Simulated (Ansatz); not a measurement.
# SnAs: relaxed, then solved by several methods, part 2 of 2

Aim: relax SnAs, then solve it with and without frozen cores. Methods of the runs shown: PAW and LAPW. Its runs: cell and atoms relaxed (PAW); the reference run (LAPW and PAW).

Ansatz 0.2.0; DFT PBEsol; a database cell (COD).

### Step 3. The relaxed cell, LAPW

The COD entry's cell or inner coordinates are ideal or old and differ from later refinements, so a difference from it is no clean test against experiment.

File input.yaml:

```yaml
crystal:
  lattice:
    - [0.0, 2.8565745416, 2.8565745416]
    - [2.8565745416, 0.0, 2.8565745416]
    - [2.8565745416, 2.8565745416, 0.0]
  atoms:
    - { symbol: Sn, position: [0.0, 0.0, 0.0] }
    - { symbol: As, position: [0.5, 0.5, 0.5] }
kpoints:
  mp_grid: { grid: [13, 13, 13] }
  band_path:
    path:
      - [0.0, 0.0, 0.0]
      - [0.5, 0.0, 0.5]
      - [0.625, 0.25, 0.625]
      - [0.375, 0.375, 0.75]
      - [0.0, 0.0, 0.0]
      - [0.5, 0.5, 0.5]
      - [0.5, 0.25, 0.75]
      - [0.5, 0.0, 0.5]
    npoints: 14
scf:
  occupations: { method: fermi_dirac, width: 0.05 }
hamiltonian:
  xc: pbesol
  pseudopotentials: { kind: all_electron, lapw: { basis_error: 0.0005 } }
output:
  forces: true
  stress: true
  eigenvalues: true
  populations: true
```

The run is started by

```sh
> ansatz run input.yaml --threads 1 --pin off --max-ram 2048MiB --backend cpu --events-out ev --progress --plain --runs-dir out
```

What it wrote:

```text
Sn: projections on atomic orbitals take those of the free atom 1s2 2s2 2p6 3s2 3p6 3d10 4s2 4p6 4d10 5s2 5p2, of charge +0.00 (hamiltonian.pseudopotentials.projection_atoms)
As: projections on atomic orbitals take those of the free atom 1s2 2s2 2p6 3s2 3p6 3d10 4s2 4p3, of charge +0.00 (hamiltonian.pseudopotentials.projection_atoms)
LAPW: plane waves up to 7.989 Å⁻¹, error target 5.0e-4 eV per atom; small_component_spin mean_spin; As in spheres of 1.381 Å, 23 of its electrons in bands, Dirac shells []; Sn in spheres of 1.475 Å, 22 of its electrons in bands, Dirac shells []
Engine: ansatz 0.2.0
Pseudopotentials: kind: all_electron
Pseudopotential: Sn, LAPW, valence charge 22, Koelling and Harmon's equation, gaussian nucleus
Pseudopotential: As, LAPW, valence charge 23, Koelling and Harmon's equation, gaussian nucleus
Functional definition: PBEsol
  exchange = pbesol_x
  correlation = pbesol_c
Crystal: 2 atoms, lattice volume = 46.619 Å³
Basis set: ecut = 243.1669538344219 eV, 411 PW (Γ), exchange–correlation at level 2
Bands: 27, of which v1, the nominal top of the filled ones, is band 23 counted from 1 (22 counted from 0)
Symmetry: 48 space group operations
Space group: Fm-3m (ITA 225), of the structure as read, at distance tolerance 3.6e-5 Å
k-points: 84 of 2197
Non-local potential: Sn, projectors of the file, none
Non-local potential: As, projectors of the file, none
Initial density: superposition of atomic densities (chi_scale 0.1, normalization cell, long waves kept (reshape's long-wave potential 0.00 eV rms))
Initial wavefunctions: plane waves of lowest kinetic energy (no species holds an atomic orbital)
Functional: x = pbesol(κ = 0.804, μ = 0.12345679012345678), c = pbesol(β = 0.046)
iter 1 solved again at ethr=6.49e-4 eV; its pass at ethr=1.00e-1 eV (dr2=2.92e-1 eV) is discarded
SCF iter   1: F=—  HF=-229496.144340 eV  |F-HF|=—  |Δ(HF+E_count)|=         —  Δρ=1.89e-2  dr2=2.92e-1  ethr=6.49e-4  ⟨swp⟩=2.3  Hψ=14470  notcnv=0
preconditioner: auto → Kerker (q_TF=auto, 2.712 Å⁻¹)  [metal: Δε(μ)=0.053 eV  Ē_g=17.987 eV  σ=0.050 eV  W_gap=0.25  n_scr=14 (ndim 8)  ℏωp=23.7 eV  f_vac=0.002  D(μ)=0.69/eV (n_scr^D=0)]
SCF iter   2: F=—  HF=-229496.062379 eV  |F-HF|=—  |Δ(HF+E_count)|=   8.20e-2  Δρ=1.15e-2  dr2=1.09e-1  ethr=6.49e-4  ⟨swp⟩=2.0  Hψ=6975  notcnv=0
SCF iter   3: F=—  HF=-229496.044118 eV  |F-HF|=—  |Δ(HF+E_count)|=   1.83e-2  Δρ=5.69e-3  dr2=2.91e-2  ethr=2.43e-4  ⟨swp⟩=2.0  Hψ=6616  notcnv=0
iter 4 solved again at ethr=5.49e-6 eV; its pass at ethr=6.46e-5 eV (dr2=2.47e-3 eV) is discarded
SCF iter   4: F=—  HF=-229496.041597 eV  |F-HF|=—  |Δ(HF+E_count)|=   2.52e-3  Δρ=1.70e-3  dr2=2.47e-3  ethr=5.49e-6  ⟨swp⟩=2.0  Hψ=11359  notcnv=0
SCF iter   5: F=—  HF=-229496.040597 eV  |F-HF|=—  |Δ(HF+E_count)|=   1.00e-3  Δρ=5.26e-4  dr2=1.22e-4  ethr=5.49e-6  ⟨swp⟩=2.0  Hψ=6609  notcnv=0
SCF iter   6: F=—  HF=-229496.040641 eV  |F-HF|=—  |Δ(HF+E_count)|=   4.44e-5  Δρ=1.90e-4  dr2=1.40e-5  ethr=2.71e-7  ⟨swp⟩=2.0  Hψ=6609  notcnv=0
SCF iter   7: F=—  HF=-229496.040629 eV  |F-HF|=—  |Δ(HF+E_count)|=   1.26e-5  Δρ=8.63e-5  dr2=3.78e-6  ethr=3.10e-8  ⟨swp⟩=2.4  Hψ=6644  notcnv=0
SCF iter   8: F=—  HF=-229496.040630 eV  |F-HF|=—  |Δ(HF+E_count)|=   1.12e-6  Δρ=2.36e-5  dr2=3.55e-7  ethr=8.39e-9  ⟨swp⟩=2.8  Hψ=6722  notcnv=0
SCF iter   9: F=-229496.040630 eV  HF=-229496.040630 eV  |F-HF|=1.25e-8  |Δ(HF+E_count)|=   8.25e-8  Δρ=8.50e-6  dr2=6.04e-8  ethr=7.88e-10  ⟨swp⟩=2.3  Hψ=6641  notcnv=0
SCF 1 converged in 9 iterations: F = -229496.040630 eV  dr2 = 6.04e-8
the search or the solves at the SCF's close seem to have found levels that the self-consistency loop had missed (the run counts 1). By its estimate they hold under 1e-12 electrons; where the run keeps them, the occupations were computed again with them
NSCF: frozen V_eff on 99 k-points
SCF converged after 9 iterations
Free energy (F): -229496.040630 eV
Harris-Foulkes:  -229496.040630 eV  (|F-HF|=1.25e-8)
Internal energy: -229496.035652 eV  (E = F + TS)
E sigma→0 (E₀):  -229496.038141 eV
Entropy (-TS):   -0.004978 eV (-2.489 meV/atom)
Fermi energy:    12.997569 eV
--- Per-component energies (eV) ---
  E_band       = -1940.299884
  E_kinetic    = 239537.624421
  E_xc         = -6660.936657
  E_electrostatic = -462372.723416  (all electrons and nuclei)
  E_smearing   = -0.004978  (= −TS)
  E_closure    = 0.000000  (closes the sum)
  E_atoms      = -229486.522466  (free atoms, spherical and without spin; not in F)
  Σ components = -229496.040630   (vs F -229496.040630, Δ=0.00e0)
  Basis errors (estimates in eV, not in F): energy 1.7e-4 per atom: plane waves 1.6e-4 (8.5e-5 summed), levels above the bands 2.5e-55, relativity 4.7e-9, radial functions 1.2e-5, core shells 8.2e-9; eigenvalues (radial functions only) 5.7e-7; not estimated: angular momenta, meshes, grids; target (lapw.basis_error) 5.0e-4; muffin-tin radii As 1.381 Å, Sn 1.475 Å
--- Forces (eV/Å), atoms counted from 1 ---
  atom   1  Sn     0.00000000     0.00000000     0.00000000
  atom   2  As     0.00000000    -0.00000000     0.00000000
  max |Σ_I F_I| component: 8.87e-31 eV/Å
--- Stress (GPa, compression-positive) ---
       -0.034543      -0.000000       0.000000
       -0.000000      -0.034543       0.000000
        0.000000       0.000000      -0.034543
  P = ⅓ Tr σ = -0.0345 GPa (-0.345 kbar)
--- Band table (eV; the first three rows and the last of 84) ---
  k-point 0: bands = ["-171.6734", "-116.2577", "-115.2342", "-115.2342", "-115.2342", "-72.0929", "-72.0929", "-72.0929", "-22.4840", "-22.4840", "-22.4776", "-22.4776", "-22.4776", "-8.4302", "-8.4302", "-8.4196", "-8.4196", "-8.4196", "-0.1880", "10.3952", "11.9507", "11.9507", "11.9507", "18.5397", "18.5397", "18.5397", "19.0566"]
  k-point 1: bands = ["-171.6734", "-116.2577", "-115.2342", "-115.2342", "-115.2342", "-72.0929", "-72.0929", "-72.0929", "-22.4840", "-22.4840", "-22.4775", "-22.4775", "-22.4775", "-8.4308", "-8.4308", "-8.4194", "-8.4185", "-8.4185", "-0.1166", "9.7507", "11.9579", "11.9579", "12.4560", "18.0392", "18.0588", "18.0588", "19.0770"]
  k-point 2: bands = ["-171.6734", "-116.2577", "-115.2342", "-115.2342", "-115.2342", "-72.0929", "-72.0929", "-72.0929", "-22.4839", "-22.4839", "-22.4775", "-22.4774", "-22.4774", "-8.4332", "-8.4332", "-8.4188", "-8.4152", "-8.4152", "0.0956", "8.6218", "11.9858", "11.9858", "13.1511", "17.1638", "17.1638", "17.2825", "19.0858"]
  k-point 83: bands = ["-171.6734", "-116.2577", "-115.2342", "-115.2342", "-115.2342", "-72.0930", "-72.0930", "-72.0930", "-22.4842", "-22.4833", "-22.4771", "-22.4768", "-22.4760", "-8.4660", "-8.4304", "-8.4129", "-8.4071", "-8.3865", "2.6387", "5.8939", "8.2293", "8.3461", "13.7907", "15.3428", "18.6304", "19.4566", "21.6634"]
--- Löwdin populations: 2 sites ---
  site symbol       q [e]
     0     Sn     49.7341
     1     As     33.2123
  spilling = 0.000646 (of n_electrons = 83.000000)
```

It took 45 s on 1 thread of Arm Neoverse V1, shared host; peak memory 0.47 GiB.

Read from it: pressure -0.03 GPa; no gap.

At the corners of the path (eV, zero at the Fermi level):

| point | band 20 | band 21 | band 22 | band 23 | band 24 | band 25 | band 26 |
| --- | --- | --- | --- | --- | --- | --- | --- |
| Γ | -2.60 | -1.05 | -1.05 | -1.05 | 5.54 | 5.54 | 5.54 |
| X | -5.82 | -5.50 | -3.28 | -3.28 | 2.72 | 7.61 | 7.61 |
| U | -7.17 | -5.30 | -2.64 | -1.77 | 4.56 | 5.11 | 6.22 |
| K | -7.17 | -5.30 | -2.64 | -1.77 | 4.56 | 5.11 | 6.22 |
| Γ | -2.60 | -1.05 | -1.05 | -1.05 | 5.54 | 5.54 | 5.54 |
| L | -8.48 | -0.57 | -0.57 | 0.89 | 1.41 | 1.41 | 2.45 |
| W | -7.04 | -4.82 | -4.82 | 0.97 | 2.22 | 6.00 | 6.00 |
| X | -5.82 | -5.50 | -3.28 | -3.28 | 2.72 | 7.61 | 7.61 |

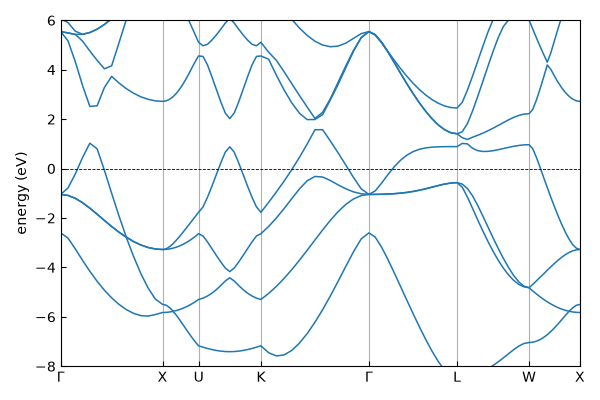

The leg U–K joins two equivalent points. Bands along the path, counted from its Fermi level.

### Step 4. The relaxed cell, PAW

File input.yaml:

```yaml
crystal:
  lattice:
    - [0.0, 2.8565745416, 2.8565745416]
    - [2.8565745416, 0.0, 2.8565745416]
    - [2.8565745416, 2.8565745416, 0.0]
  atoms:
    - { symbol: Sn, position: [0.0, 0.0, 0.0] }
    - { symbol: As, position: [0.5, 0.5, 0.5] }
kpoints:
  mp_grid: { grid: [13, 13, 13] }
scf:
  occupations: { method: fermi_dirac, width: 0.05 }
hamiltonian:
  xc: pbesol
  pseudopotentials: { kind: paw }
output:
  forces: true
  stress: true
  eigenvalues: true
  populations: true
```

The run is started by

```sh
> ansatz run input.yaml --threads 1 --pin off --max-ram 2048MiB --backend cpu --events-out ev --progress --plain --runs-dir out
```

What it wrote (excerpt; [...] marks lines left out):

```text
[...]
[... 4 set-up lines as earlier in the session ...]
[...]
Crystal: 2 atoms, lattice volume = 46.619 Å³
Basis set: ecut = 420 eV, 941 PW (Γ), exchange–correlation on 60×60×60 points (8 copies of the dense FFT grid, shifted against one another)
Bands: 19, of which v1, the nominal top of the filled ones, is band 15 counted from 1 (14 counted from 0)
[... 2 set-up lines as earlier in the session ...]
k-points: 84 of 2197
[...]
SCF iter   1: F=—  HF=-10762.989304 eV  |F-HF|=—  |Δ(HF+E_count)|=         —  Δρ=3.00e-3  dr2=6.10e-3  ethr=1.77e-3  ⟨swp⟩=6.0  Hψ=7857  notcnv=0
[...]
SCF converged after 7 iterations
Free energy (F): -10762.985734 eV
[...]
E sigma→0 (E₀):  -10762.983244 eV
Entropy (-TS):   -0.004980 eV (-2.490 meV/atom)
Fermi energy:    10.979332 eV
[...]
--- Forces (eV/Å), atoms counted from 1 ---
  atom   1  Sn    -0.00000000     0.00000000     0.00000000
  atom   2  As     0.00000000    -0.00000000    -0.00000000
[...]
--- Stress (GPa, compression-positive) ---
       -0.038093      -0.000000       0.000000
       -0.000000      -0.038093       0.000000
       -0.000000       0.000000      -0.038093
  P = ⅓ Tr σ = -0.0381 GPa (-0.381 kbar)
--- Band table (eV; the first three rows and the last of 84) ---
  k-point 0: bands = ["-24.5050", "-24.5050", "-24.4984", "-24.4984", "-24.4984", "-10.4474", "-10.4474", "-10.4370", "-10.4370", "-10.4370", "-2.2067", "8.3753", "9.9327", "9.9327", "9.9327", "16.5213", "16.5213", "16.5213", "17.0389"]
[...]
--- Löwdin populations: 2 sites ---
  site symbol       q [e]
     0     Sn     13.6757
     1     As     15.2609
  spilling = 0.002186 (of n_electrons = 29.000000)
```

It took 6.3 s on 1 thread of Arm Neoverse V1, shared host; peak memory 0.36 GiB.

In short: pressure -0.04 GPa; no gap.

### Step 5. Side by side

| run | pressure (GPa) | SCF cycles, all passes |
| --- | --- | --- |
| Relaxed cell, LAPW | -0.03 | 9 |
| Relaxed cell, PAW | -0.04 | 7 |

### Step 6. Results

This closing draws on all 2 parts.

```
             quantity                  value
volume, relaxed (PAW)  23.310 Å³/atom, Fm-3m
           gap (LAPW)                   none
```

Relaxing changes the volume by +1.7 %, to 23.31 Å³/atom. With 45 electrons in the bands of a cell, and no spin, a band must be partly filled: it is a metal at this level. In pressure, PAW differs from LAPW by less than 0.01 GPa.
